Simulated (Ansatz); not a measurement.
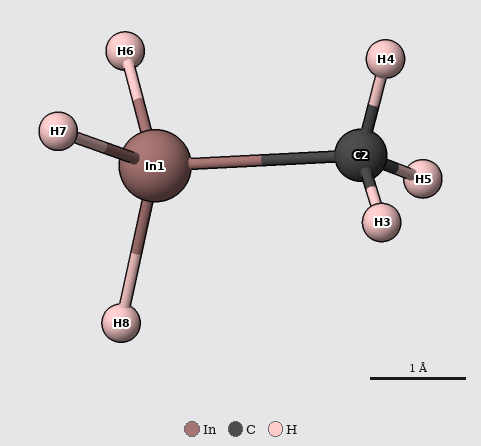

**Figure 1.** The structure (ball-and-stick view, seen at a tilt; atoms are numbered from 1 in the order of the input). Sticks mark near contacts.

**Two runs on CH6In**

System: CH6In, charge −1.
Method of run 1: RKS r2SCAN-D4/def2-TZVPD (Ansatz 0.2.0).

The geometry comes from this level: PBE-D4/def2-TZVPD. Text and figures count atoms from 1; the logs count them from 0 in places.

The input, run 1:
```yaml
crystal:
  periodic: [false, false, false]
  atoms:
    - {symbol: In, position_ang: [-0.001512, 0.003587, -1.050056]}
    - {symbol: C, position_ang: [0.001714, -0.004090, 1.196319]}
    - {symbol: H, position_ang: [-1.027334, 0.042121, 1.589701]}
    - {symbol: H, position_ang: [0.558258, 0.862485, 1.590173]}
    - {symbol: H, position_ang: [0.475906, -0.920837, 1.584326]}
    - {symbol: H, position_ang: [1.699059, -0.021142, -1.639285]}
    - {symbol: H, position_ang: [-0.829867, 1.492377, -1.630658]}
    - {symbol: H, position_ang: [-0.876214, -1.454490, -1.640520]}
basis:
  gaussian: {orbitals: def2-TZVPD, initial_orbitals: start.molden}
total_charge: -1
hamiltonian: {xc: r2scan, dispersion: d4}
scf: {omitted_lower_state_checks: [starts]}
output: {orbitals: {seedname: orbitals}}
```

Launched with:
```bash
ansatz run in.yaml --threads 2 --pin off --events-out ev --progress --plain --max-ram 4352MiB
```

Hardware: 2 threads of Arm Neoverse V2, 23 GiB of memory available, shared host.

Output (run 1):
```
Functional definition: r2SCAN
  parameter k0 = 0.174
  parameter k1 = 0.065
  parameter a1 = 4.9479
  exchange = r2scan_x(k0 = k0, k1 = k1, a1 = a1)
  correlation = r2scan_c
these checks for a lower state are left out or cut short: starts
911 factors; their error is unknown
mean field evaluation 1: about -6310.3972 eV, gradient 4.0e0 eV
mean field evaluation 2: about -6310.4228 eV, gradient 2.8e-2 eV
mean field evaluation 4: about -6310.4092 eV, gradient 9.7e-5 eV
mean field -6310.40918145 eV, -231.9032600693 hartree, gradient 2.0e-5 eV, S^2 0.000000; 0 other end points of the search recorded, 0 dependent functions left out
reference -6310.40920508 eV, -231.9032609378 hartree; 17, 17 occupied and 130, 130 virtual orbitals, 911 factors
Total energy: -6310.44610245 eV, -231.9046168912 hartree
Checks for a lower state left out: starts
```

The input of run 2 differs as follows (lines with − go, lines with + come):
```diff
-total_charge: -1
+magnetization: {spin_polarized: true, initial_magnetization: 1}
```

What does this change do to the results?

The total energies belong to different systems, so their difference says nothing on which is more stable or more accurate. The HOMO goes from −1.16 to −6.51 eV. The LUMO goes from 3.75 to −6.35 eV. On the same kind of shared host run 2 took about 4.4 times as long.

Output (run 2):
```
Functional definition: r2SCAN
  parameter k0 = 0.174
  parameter k1 = 0.065
  parameter a1 = 4.9479
  exchange = r2scan_x(k0 = k0, k1 = k1, a1 = a1)
  correlation = r2scan_c
these checks for a lower state are left out or cut short: starts
911 factors; their error is unknown
mean field evaluation 1: about -6306.5952 eV, gradient 2.9e0 eV
mean field evaluation 2: about -6306.6224 eV, gradient 2.9e-2 eV
mean field evaluation 4: about -6306.6045 eV, gradient 1.9e-4 eV
mean field evaluation 8: about -6306.6045 eV, gradient 1.7e-5 eV
mean field -6306.60450112 eV, -231.7634406460 hartree, gradient 9.2e-6 eV, S^2 0.757292; 0 other end points of the search recorded, 0 dependent functions left out
reference -6306.60452817 eV, -231.7634416402 hartree; 17, 16 occupied and 130, 131 virtual orbitals, 911 factors
Total energy: -6306.62947428 eV, -231.7643583927 hartree
Checks for a lower state left out: starts
```

The two runs side by side:

| quantity | run 1 | run 2 |
| --- | --- | --- |
| outcome | converged | converged |
| total energy (hartree) | −231.904617 | −231.764358 |
| HOMO (eV) | −1.16 | −6.51 |
| LUMO (eV) | 3.75 | −6.35 |
| basis functions | 147 | 147 |
| ⟨S²⟩ | – | 0.757 |
| wall time (shared host) | 3.1 s | 14 s |
